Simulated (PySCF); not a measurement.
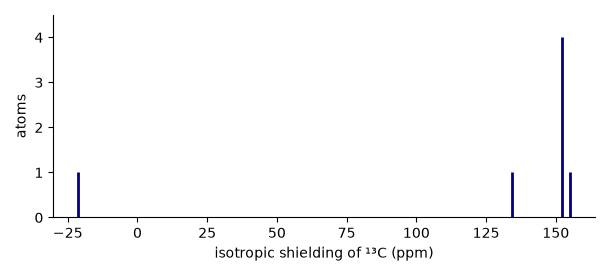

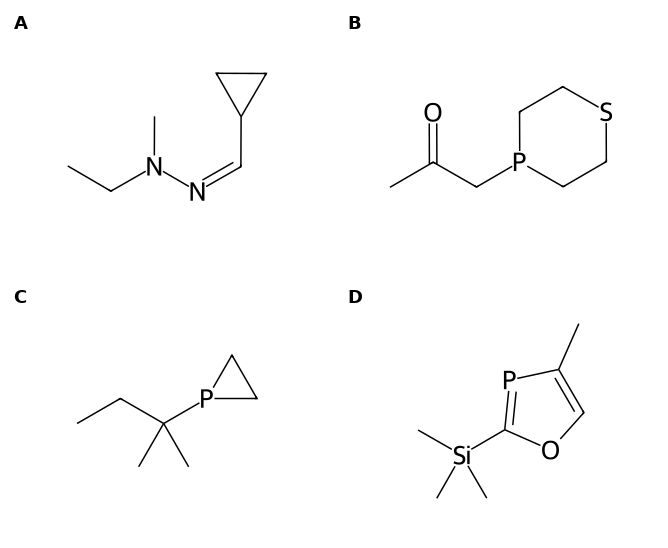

The sticks are computed shieldings of one of the molecules, for one fixed geometry (GFN2-xTB) without averaging over rotations. Low shielding means a high chemical shift. Method: GIAO PBE0/pcSseg-1 NMR shielding, non-relativistic, gas phase (PySCF 2.14.0).

Match the spectrum to a structure.

Answer. B, `CC(=O)CP1CCSCC1`. Its 7 C atoms give lines at −21.4, 134.2, 152.2 (4 atoms), 155.1 ppm.

The geometry is semi-empirical. Around P, Si such bond lengths and angles can be off by a tenth of an ångström or more and by several degrees, and values that hang on the shape move with them.
